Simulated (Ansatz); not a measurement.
Level of theory: PBE (plane waves to 420 eV, PAW; Ansatz, an electronic-structure program).

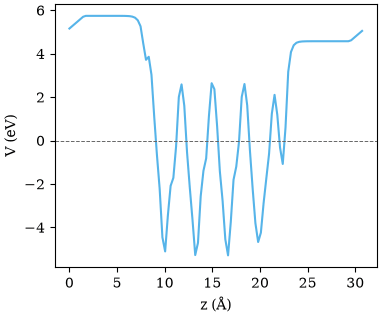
Fig. 1. Plane-averaged electrostatic potential energy along the normal, in eV from the highest filled level, for the (111)B surface of zinc-blende AlAs (in the relaxation like top atoms buckled by 0.3 Å), As-terminated, 2x2 with 3 NH2 on 4 top atoms (bottom of the slab: 3 H on 4 bottom sites)

Set-up: 44 atoms, 14.8 Å thick at the start with caps and adatoms; mesh 3x3x1; 0.025 eV smearing; dipole correction on; 8 atoms held, the rest relaxed; no symmetry held; no spin, no spin-orbit, no U. It is one candidate, not shown to be the stable structure of the face.

The surface cell has an area of 56.84 Å². What dipole along the normal does the step between the two vacuum levels imply?

the top vacuum level lies 1.17 eV below the bottom one; p = −ε₀ A ΔV (ε₀ = 0.005526 e/(V·Å)) gives 0.37 e·Å a cell.
